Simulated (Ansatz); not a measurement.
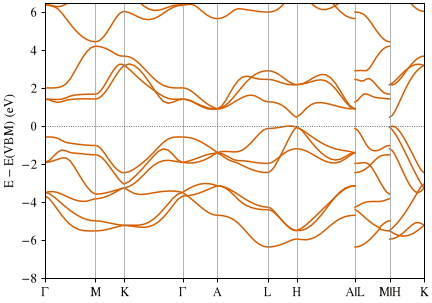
Band structure from plane-wave PAW PBE+D3(BJ) (Ansatz code)

### Question
Read off the gap and where the band edges lie.

### Answer
About 0.5 eV (0.46 eV by a search for the band edges); maximum on the L–H line, 77 % of the way from L, minimum at H.

The material is Se (trigonal Se type, space group No. 152).

Space group P3_121 (trigonal Se type). The cell was relaxed with PBE+D3(BJ) under the symmetry of its start. Scalar-relativistic: spin–orbit coupling is off unless named, which matters more the heavier the elements.

Potentials: the earlier of the program's two PAW sets.
